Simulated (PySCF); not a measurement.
# C₇H₁₀O: reorganisation energies

Aim: compute the reorganisation energies of C₇H₁₀O (`C#CC(=C)OC(C)C`).

Programs: PySCF 2.14.0, with routines of our own; each step states its level. All values are computed. Atoms count from 0.

## 1. The starting structure

18 atoms, charge 0, multiplicity 1; geometry from: GFN2-xTB.

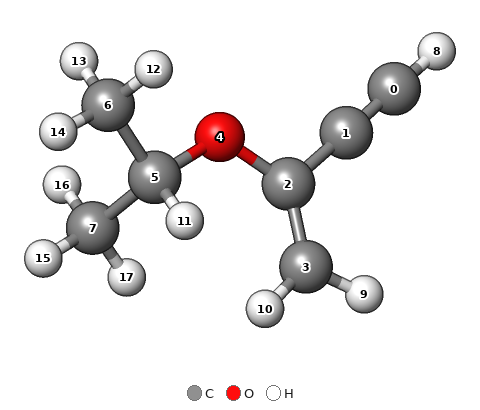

The starting geometry (carbon grey, oxygen red, hydrogen white).

## 2. Geometry optimisation at BHandHLYP/def2-SV(P)

The job: settings as JSON, then the geometry in Å.

```
{"job": {"xc": "BHandHLYP", "basis": "def2-SV(P)", "grid": 1, "kind": "geom"}, "charge": 0, "multiplicity": 1}
C      2.357325     2.933384    -0.243441
C      1.879590     1.837824    -0.141907
C      1.289482     0.545240    -0.023417
C      2.049584    -0.547874    -0.121593
O     -0.048463     0.630111     0.197297
C     -0.811283    -0.558542     0.333031
C     -2.082971    -0.166667     1.079123
C     -1.134239    -1.159803    -1.035196
H      2.790700     3.884458    -0.334397
H      3.106699    -0.444784    -0.279711
H      1.666628    -1.548787    -0.045880
H     -0.249614    -1.286383     0.937395
H     -1.828780     0.275229     2.039121
H     -2.639249     0.565453     0.499654
H     -2.705900    -1.041420     1.243148
H     -1.716800    -2.068851    -0.913525
H     -1.708522    -0.446762    -1.621894
H     -0.222948    -1.395507    -1.579467
```

The run is started by

```
$ OMP_NUM_THREADS=1 python excited_run.py task.json out
```

One launch serves the whole session: the jobs run in the order shown.

Standard output:

```text
step   0  E = -347.39152819  max force = 0.014454
step   1  E = -347.39238162  max force = 0.004146
step   2  E = -347.39272705  max force = 0.002670
step   3  E = -347.39283865  max force = 0.002036
step   4  E = -347.39295075  max force = 0.001623
step   5  E = -347.39299214  max force = 0.000378
step   6  E = -347.39299837  max force = 0.000335
optimisation converged
```

Run time: 43 s. Hardware: 1 thread of Arm Neoverse V1, shared host; peak memory 0.56 GiB.

Along the way:

| step | energy from step 0 (eV) | largest force component (eV/Å) |
| --- | --- | --- |
| 0 | 0.0000 | 0.7433 |
| 1 | -0.0232 | 0.2132 |
| 2 | -0.0326 | 0.1373 |
| 3 | -0.0357 | 0.1047 |
| 4 | -0.0387 | 0.0835 |
| 5 | -0.0398 | 0.0194 |
| 6 | -0.0400 | 0.0172 |

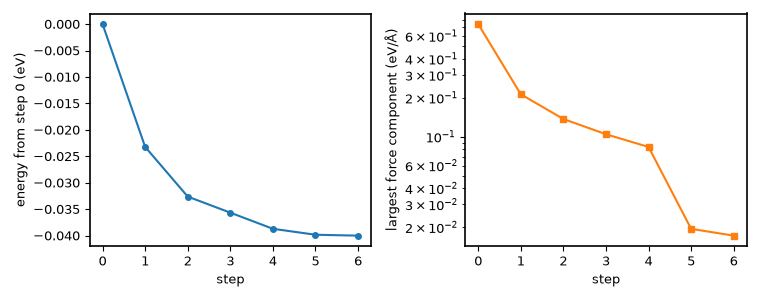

Energy and force, step by step.

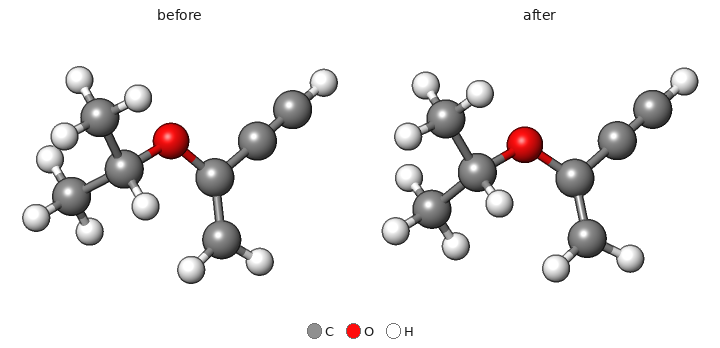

The geometry before (left) and after (right).

Close pairs (by a distance rule), those that changed most:

| bond | before (Å) | after (Å) | change (Å) |
| --- | --- | --- | --- |
| C0–H8 | 1.049 | 1.068 | +0.018 |
| C2–O4 | 1.359 | 1.343 | -0.016 |
| C1–C2 | 1.426 | 1.439 | +0.013 |
| C5–C6 | 1.526 | 1.514 | -0.011 |
| C5–C7 | 1.529 | 1.519 | -0.010 |
| C3–H9 | 1.074 | 1.084 | +0.010 |
| C3–H10 | 1.074 | 1.084 | +0.009 |
| C7–H15 | 1.087 | 1.096 | +0.009 |

The final coordinates are the input of the step that follows.

| at the end point | value |
| --- | --- |
| point group (found at 0.08 Å tolerance) | C1 |
| rotational constants (GHz, main isotopes) | 3.941, 1.199, 1.038 |
| dipole moment (D) | 1.22 |

## 3. Relaxation after adding or removing an electron (C₇H₁₀O+ (doublet)): UKS BHandHLYP/def2-SV(P)

The job: settings as JSON, then the geometry in Å.

```
{"job": {"kind": "ionopt", "ions": [1], "xc": "BHandHLYP", "basis": "def2-SV(P)", "grid": 1}, "charge": 1, "multiplicity": 2}
C      2.330950     2.976198    -0.085481
C      1.847730     1.882459     0.013352
C      1.268964     0.570711     0.132257
C      2.041475    -0.513625     0.257660
O     -0.072856     0.620455     0.107257
C     -0.850960    -0.557509     0.225244
C     -2.203124    -0.119218     0.747593
C     -0.945281    -1.272399    -1.111642
H      2.762208     3.948899    -0.172489
H      3.117665    -0.389093     0.280434
H      1.643660    -1.518714     0.335660
H     -0.381695    -1.214628     0.967229
H     -2.096368     0.378031     1.716872
H     -2.667699     0.586449     0.050089
H     -2.867539    -0.981923     0.866631
H     -1.532708    -2.192147    -1.011564
H     -1.435789    -0.624896    -1.847112
H      0.043024    -1.539048    -1.498098
```

Level: UKS BHandHLYP/def2-SV(P) geometry optimisation of the ion from the geometry of its parent, gas phase.

Standard output:

```text
step       E/Eh        max force   <S^2>
  0    -347.07693034   0.116185   0.7662
  1    -347.09341592   0.023321   0.7642
  2    -347.09516675   0.007159   0.7640
  3    -347.09543604   0.007015   0.7628
  4    -347.09579230   0.001929   0.7634
  5    -347.09587301   0.000880   0.7634
  6    -347.09591702   0.000974   0.7634
  7    -347.09592967   0.000850   0.7633
  8    -347.09593439   0.000489   0.7633
  9    -347.09593680   0.000205   0.7633
optimisation converged
```

Run time: 1.9 min. Hardware: 1 thread of Arm Neoverse V1, shared host; peak memory 0.69 GiB.

From this job:

| quantity | value |
| --- | --- |
| geometry moved (RMSD) | 0.086 Å |
| ⟨S²⟩ | 0.763 |

Bonds of the start that changed most:

| bond | start (Å) | end (Å) |
| --- | --- | --- |
| C2–C3 | 1.337 | 1.421 |
| C2–O4 | 1.343 | 1.268 |
| O4–C5 | 1.417 | 1.483 |
| C1–C2 | 1.439 | 1.414 |
| C5–C7 | 1.519 | 1.511 |
| C5–C6 | 1.514 | 1.507 |

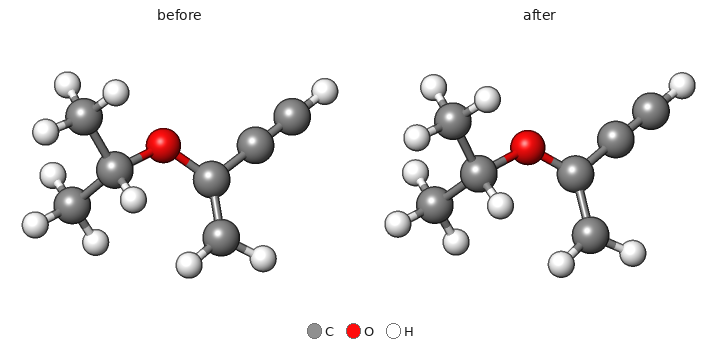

Before and after.

Mulliken spin populations:

C0 0.16; C1 -0.07; C2 0.00; C3 0.84; O4 0.16; C5 -0.01; C6 0.00; C7 0.01; H8 -0.01; H9 -0.04; H10 -0.04; H11 0.00; H12 0.00; H13 0.00; H14 0.00; H15 0.00; H16 0.00; H17 0.00

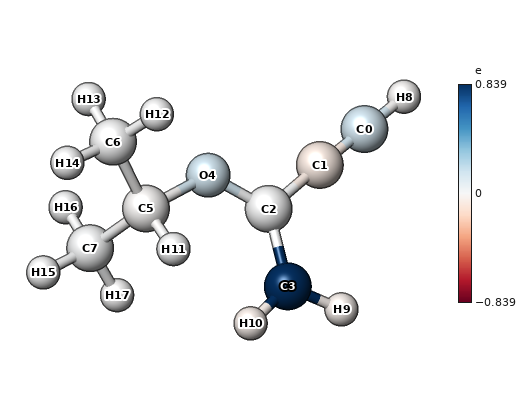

Mulliken spin populations, as colours on the atoms.

## 4. Reorganisation energies: UKS BHandHLYP/def2-SV(P)

The job, as its differences from that of step 3:

```diff
@@ -1,2 +1,2 @@
-{"job": {"kind": "ionopt", "ions": [1], "xc": "BHandHLYP", "basis": "def2-SV(P)", "grid": 1}, "charge": 1, "multiplicity": 2}
+{"job": {"kind": "reorg", "ions": [1, -1], "xc": "BHandHLYP", "basis": "def2-SV(P)", "grid": 1}, "charge": 0, "multiplicity": 1}
 C      2.330950     2.976198    -0.085481
```

Level: UKS BHandHLYP/def2-SV(P) four-point reorganisation energy, gas phase.

Standard output:

```text
final grid: 66160 points
cycle   1  E = -347.3184907939  dE =  1.273e+00  |g| = 5.629e-01  |ddm| = 4.287e+00
cycle   2  E = -347.3443844004  dE = -2.589e-02  |g| = 5.043e-01  |ddm| = 1.045e+00
cycle   3  E = -347.3915068745  dE = -4.712e-02  |g| = 8.524e-02  |ddm| = 4.869e-01
cycle   4  E = -347.3926073278  dE = -1.100e-03  |g| = 3.945e-02  |ddm| = 1.012e-01
cycle   5  E = -347.3929732087  dE = -3.659e-04  |g| = 9.839e-03  |ddm| = 4.544e-02
cycle   6  E = -347.3929962866  dE = -2.308e-05  |g| = 2.786e-03  |ddm| = 1.114e-02
cycle   7  E = -347.3929980365  dE = -1.750e-06  |g| = 1.074e-03  |ddm| = 3.406e-03
cycle   8  E = -347.3929983401  dE = -3.036e-07  |g| = 3.271e-04  |ddm| = 1.260e-03
cycle   9  E = -347.3929983683  dE = -2.818e-08  |g| = 7.774e-05  |ddm| = 4.142e-04
cycle  10  E = -347.3929983702  dE = -1.929e-09  |g| = 3.175e-05  |ddm| = 1.297e-04
cycle  11  E = -347.3929983706  dE = -3.407e-10  |g| = 4.817e-06  |ddm| = 6.402e-05
converged SCF energy = -347.3929983706

hole transfer: vertical 8.4423 eV, relaxation of the ion converged
  adiabatic 8.0835 eV, lambda(ion) 0.3589, lambda(parent) 0.4103, total 0.7692 eV

electron transfer: vertical -1.8304 eV, relaxation of the ion skipped
```

Run time: 15 s. Hardware: 1 thread of Arm Neoverse V1, shared host; peak memory 0.69 GiB.

## 5. Results

```
                                                     quantity                 value
                                                  point group                    C1
                         rotational constants (main isotopes)  3.94, 1.20, 1.04 GHz
     geometry moved (RMSD) (step 3, UKS BHandHLYP/def2-SV(P))               0.086 Å
hole reorganisation energy (step 4, UKS BHandHLYP/def2-SV(P))             0.7692 eV
```

**Reading.** The optimisation took 6 steps and gained 0.040 eV; among the close pairs (by a distance rule), C0–H8 changed most, from 1.049 to 1.068 Å. In step 3 (relaxation after adding or removing an electron), among the bonds C2–C3 changes most, from 1.337 to 1.421 Å.
